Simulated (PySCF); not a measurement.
C4H8ClFSi2

Input

```
{"job": {"kind": "nmr", "xc": "PBE0", "basis": "pcSseg-1"}, "charge": 0, "multiplicity": 1}
C     -1.890889     0.824430     1.492819
C     -2.163617     0.050328     0.206245
Si    -0.958408    -1.400950    -0.055517
Cl    -1.417598    -2.361190    -1.786799
C      0.758358    -0.720484    -0.221288
C      1.866660    -0.247277    -0.339011
Si     3.559374     0.472551    -0.526616
F      3.688635     1.646080     0.569645
H     -2.005111     0.181048     2.362284
H     -2.583853     1.657912     1.593526
H     -0.877232     1.218909     1.494809
H     -3.192690    -0.316451     0.221863
H     -2.097749     0.739277    -0.639543
H     -0.988366    -2.373288     1.038348
H      4.584526    -0.497287    -0.173138
H      3.710360     1.135334    -1.812848
```

Launched as:

```sh
OMP_NUM_THREADS=1 python probes_run.py task.json out
```

Geometry: GFN2-xTB.

Method: PySCF, PBE0/pcSseg-1, SCF density, gas phase, non-relativistic.

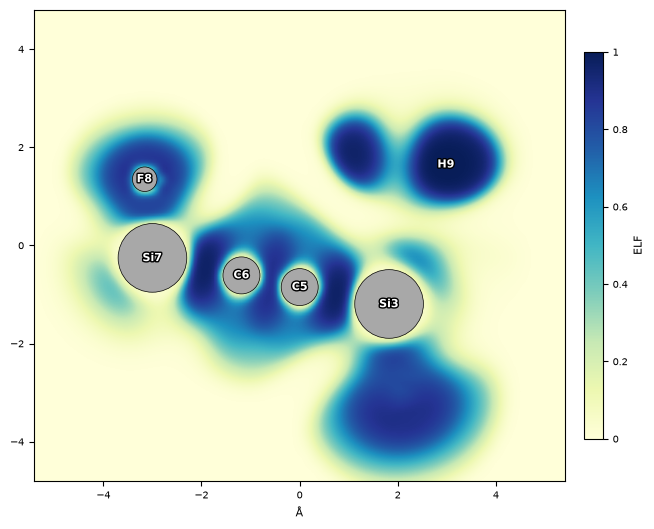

Figure 1. Electron localisation function on the plane of atoms C6, Si7 and F8. Grey discs cover the atomic cores.

**What do the fields say about this system?**

Atoms in the plane: Si, C, F and H. C–C (1.21 Å): the ELF peaks at about 0.90 between the atoms (a multiple bond). Si–F (1.61 Å): the ELF peaks at about 0.80 in the valence shell of F, 0.6 Å from its nucleus, and is about 0.50 at the midpoint. C–Si (1.85 Å): the ELF peaks at about 0.95 between the atoms (localised, covalent bonding). The ELF also peaks beside Cl4 and F8, away from the bonds: lone-pair regions.

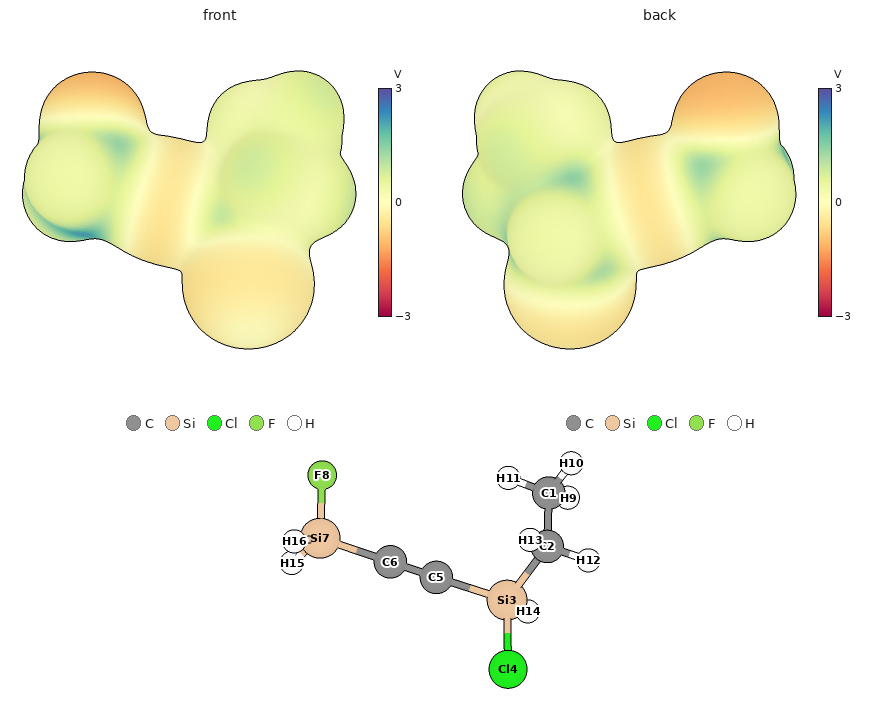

Figure 2. The electrostatic potential painted on the density surface at 0.002 e/bohr³, seen from the front and from behind; red is negative and blue positive. The bare structure is drawn below in the same view.

**Which sites attract a positive test charge, and which a negative one?**

A positive charge is drawn to the negative regions and a negative charge to the positive ones. The most negative region (about −1.0 V, or −23 kcal/mol for a unit charge) lies over F8, the most positive (about +2.0 V, or +46 kcal/mol for a unit charge) over Si7.
